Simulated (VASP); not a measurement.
Band structure of AgPd (space group R-3m). Level of theory: LDA (Ceperley-Alder, Perdew-Zunger), VASP's LDA PAW potentials (set 64) (plane waves; VASP).

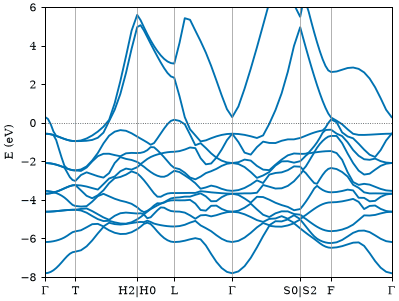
*Bands along high-symmetry lines, zero at the valence-band maximum or, without a gap, the Fermi level*

Q: Read the plot: is there a gap, and where are the band edges?

A: It has no gap at this level: it comes out as a metal or semimetal. (Edges off the drawn lines would not show.)

The structure comes from a computed database's AgPd entry (R-3m); how it stands against other phases isn't given here. It was relaxed first, which changed the volume by -7 %. The electron count is odd and the run is not spin-polarised, which forces a metal.
